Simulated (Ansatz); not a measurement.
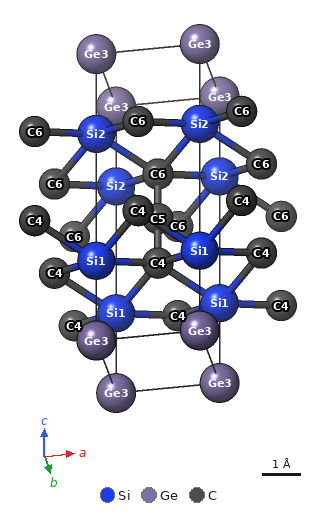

Crystalline Si2GeC3 (a generated structure, set up in P4/mmm), before the relaxation. A ball-and-stick model of the cell of the calculation, seen from a free direction.

These are results of Ansatz 0.2.0, DFT PBE, scalar-relativistic, plane waves, PAW, not measurements.

The input:
```yaml
crystal:
  lattice:
    - [2.8066959965, 0.0, 0.0]
    - [0.0, 2.8066959965, 0.0]
    - [0.0, 0.0, 8.856193076]
  atoms:
    - { symbol: Si, position: [0.0, 0.0, 0.278591781] }
    - { symbol: Si, position: [0.0, 0.0, 0.721408219] }
    - { symbol: Ge, position: [0.0, 0.0, 0.0] }
    - { symbol: C, position: [0.5, 0.5, 0.3444107596] }
    - { symbol: C, position: [0.5, 0.5, 0.5] }
    - { symbol: C, position: [0.5, 0.5, 0.6555892404] }
basis:
  ecutwfc: 420
kpoints:
  mp_grid: { grid: [14, 14, 4] }
hamiltonian:
  xc: pbe
scf:
  occupations: { method: gaussian, width: 0.1 }
output:
  forces: true
  stress: true
  eigenvalues: true
  write_density: true
  write_potential: true
  elf: true
  volumetric_format: npy
relax:
  adjacent_minimum: "off"
  f_tol: 0.01
  max_steps: 80
  cell: { stress_tol: 0.05 }
```

Command:
```bash
ansatz run input.yaml --threads 1 --pin off --max-ram 2560MiB --backend cpu --events-out ev --progress --plain --runs-dir out
```

Question: What does the optimiser find from here?

Answer: The largest moves relative to the cell, 0.008 Å, are those of C4 and C6. C6 goes along +c. By element the largest moves are C 0.008 Å, Si 0.004 Å. Ge stays in place. The volume changes by −0.5 %, with a = b 2.807 → 2.808 Å (0.0 %), c 8.856 → 8.804 Å (−0.6 %). The space group stays P4/mmm (No. 123). Over 4 accepted moves (7 points after the start) the energy falls by 0.5 meV per atom. Largest force component: 0.11 eV/Å at the start, under 0.0001 eV/Å at the end. Pressure: −0.48 GPa at the start and 0.00 GPa at the end. The line search rejected the trial step at point 3 of the run. At 2 points the geometry stayed and the basis and grid were re-selected for the new cell (energy shift of 0.1 meV per atom at most each time). The run took 81 s on 1 thread of Arm Neoverse V1, with other jobs on the host, peak memory 0.44 GiB.

Step by step:

| step | E − E(0), meV/atom | largest force component, eV/Å | pressure, GPa | volume, Å³/atom | note |
| --- | --- | --- | --- | --- | --- |
| 0 | 0.00 | 0.1054 | -0.48 | 11.628 |  |
| 1 | -0.43 | 0.0518 | -0.28 | 11.613 |  |
| 2 | -0.52 | 0.0421 | -0.08 | 11.588 |  |
| 3 | -0.49 | 0.0943 | -0.31 | 11.583 | rejected |
| 4 | -0.55 | 0.0047 | -0.04 | 11.576 |  |
| 5 | -0.49 | 0.0048 | -0.05 | 11.576 | same geometry, new basis |
| 6 | -0.50 | 0.0001 | 0.00 | 11.569 |  |
| 7 | -0.50 | 0.0000 | 0.00 | 11.569 | same geometry, new basis |

Final geometry:

```xyz
6
Lattice="2.8079 0.0000 0.0000 0.0000 2.8079 0.0000 0.0000 0.0000 8.8042" Properties=species:S:1:pos:R:3 pbc="T T T"
Si    2.8079    2.8079    2.4573
Si    2.8079    2.8079    6.3469
Ge    2.8079    2.8079    0.0000
C     1.4040    1.4040    3.0242
C     1.4040    1.4040    4.4021
C     1.4040    1.4040    5.7800
```
